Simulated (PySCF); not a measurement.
# CISD/STO-3G run of GeTe (SMILES [Ge][Te])

What is the vertical singlet–triplet gap of GeTe at CISD/STO-3G? 

The calculation is run with PySCF 2.14.0.

8 further runs of the same task are left out: 8 set aside as unsound or not needed.

### Step 1. The structure to begin with

GeTe has 2 atoms, charge 0, and is taken as a singlet. As SMILES, `[Ge][Te]`. Geometry: the measured bond length.

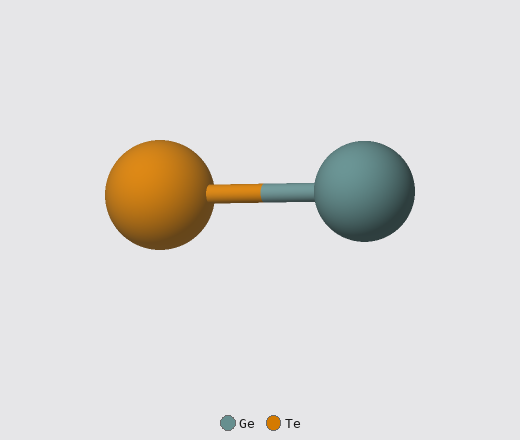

Viewed from a chosen angle; germanium teal, tellurium orange.

### Step 2. A single-point energy at CISD/STO-3G

calc.py

```python
from pyscf import gto, ci

system = gto.M(
    atom='Ge 0.000000 0.000000 0.000000; Te 0.000000 0.000000 2.340165',
    max_memory=1860,
    basis='sto-3g',
    verbose=3,
    spin=0,
)

mf = system.RHF()
mf.conv_tol = 1e-10
mf.kernel()
if not mf.converged:
    mf = mf.newton().run(mf.mo_coeff, mf.mo_occ)

cisd = ci.CISD(mf, frozen=27)
cisd.kernel()
energy = cisd.e_tot
print(f'total energy: {energy:.8f} hartree')
```

Command:

```console
$ OMP_NUM_THREADS=1 python calc.py
```

The log of the run:

```text
converged SCF energy = -8598.88773326224
E(RCISD) = -8598.959821105474  E_corr = -0.07208784323847683
total energy: -8598.95982111 hartree
```

Wall time 0.8 s (1 thread of Arm Neoverse V2, shared host); peak memory 0.12 GiB.

### Step 3. The triplet

run.py

```python
from pyscf import gto, ci

mol = gto.M(
    atom='''
Ge     0.000000     0.000000     0.000000
Te     0.000000     0.000000     4.422271
''',
    spin=2,
    unit='bohr',
    verbose=3,
    basis='sto-3g',
    charge=0,
    max_memory=1860,
)

mf = mol.UHF()
mf.conv_tol = 1e-10
mf.kernel()
if not mf.converged:
    mf = mf.newton().run(mf.mo_coeff, mf.mo_occ)

cisd = ci.CISD(mf, frozen=27)
cisd.kernel()
etot = cisd.e_tot
print('E(%s) = %.9f' % ('CISD', etot))
```

Command:

```console
$ OMP_NUM_THREADS=1 python run.py
```

The log of the run:

```text
WARN: HOMO -0.397210909778953 >= LUMO -0.646049519008542

converged SCF energy = -8598.81220758356  <S^2> = 2.5204151  2S+1 = 3.3289128
E(UCISD) = -8598.859162514993  E_corr = -0.04695493143388846
E(CISD) = -8598.859162515
```

Run time: 1.2 s. Hardware: 1 thread of Arm Neoverse V2, shared host; peak memory 0.12 GiB.

### Step 4. Outcome

Level: CISD/STO-3G, 27 core orbitals frozen.

| quantity | value |
| --- | --- |
| singlet: total energy | -8598.95982 Eh |
| singlet: dipole moment (Hartree–Fock density) | 3.20 D |
| singlet: HOMO energy (Hartree–Fock orbitals) | -6.10 eV |
| singlet: LUMO energy (Hartree–Fock orbitals) | 4.01 eV |
| singlet: HOMO–LUMO gap (Hartree–Fock orbitals) | 10.11 eV |
| singlet: correlation energy (27 core orbitals frozen) | -72.1 mEh |
| triplet: total energy | -8598.85916 Eh |
| triplet: dipole moment (Hartree–Fock density) | 2.99 D |
| triplet: HOMO energy (Hartree–Fock orbitals) (highest over α and β) | -4.02 eV |
| triplet: LUMO energy (Hartree–Fock orbitals) (lowest over α and β) | 2.40 eV |
| triplet: correlation energy (27 core orbitals frozen) | -47.0 mEh |
| triplet: ⟨S²⟩ of the reference determinant | 2.520 |
| vertical energy of the triplet above the singlet | 2.739 eV |

At this shape the triplet lies 2.74 eV (264 kJ/mol) above the singlet. In a minimal basis such a difference can be off by several eV, whatever the method. Relativity is left out (singlet) although the molecule holds a heavy atom. ⟨S²⟩ (triplet) is 2.52 where a pure triplet has 2.00: the reference is spin-contaminated. Relativity is left out (triplet) although the molecule holds a heavy atom.
